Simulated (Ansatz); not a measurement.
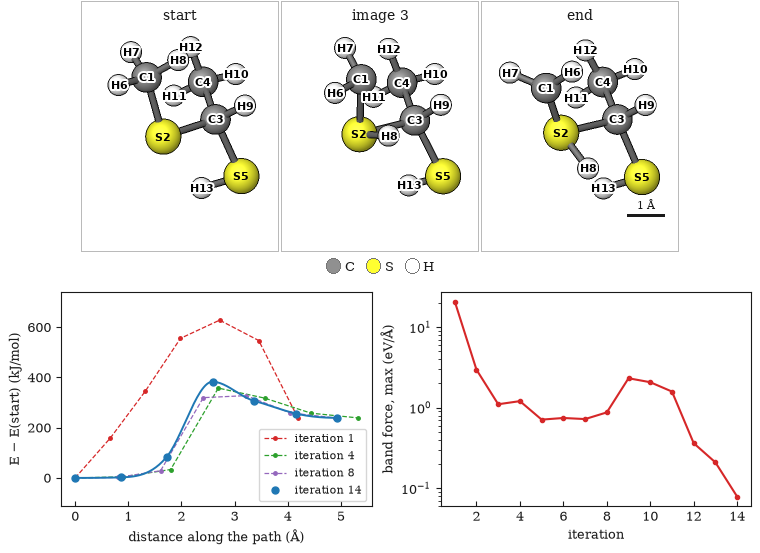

NEB run on C$_{3}$H$_{8}$S$_{2}$. Images are numbered from 0 (start) to 6 (end). The plot follows the band through its iterations. A ball-and-stick model, seen from a free direction.

Theory: Ansatz 0.2.0, RKS B3LYP-D4/def2-SVP. Set-up: 5 movable images; climbing image; force threshold 0.2 eV/Å; iteration limit 60; starting path through a guess of the saddle point.

**Judge this run.**

The run is converged, with reservations. The band converged in 14 iterations. The largest component of the band force went from 21 to 0.079 eV/Å. The climbing image converged on the top of the path. Its curvatures weren't checked. The force threshold is loose. The first iteration put the highest image at 628.2 kJ/mol. The energy climbs by 383.1 kJ/mol to image 3 and then falls by 143.9 kJ/mol, so the end point sits at +239.3 kJ/mol.
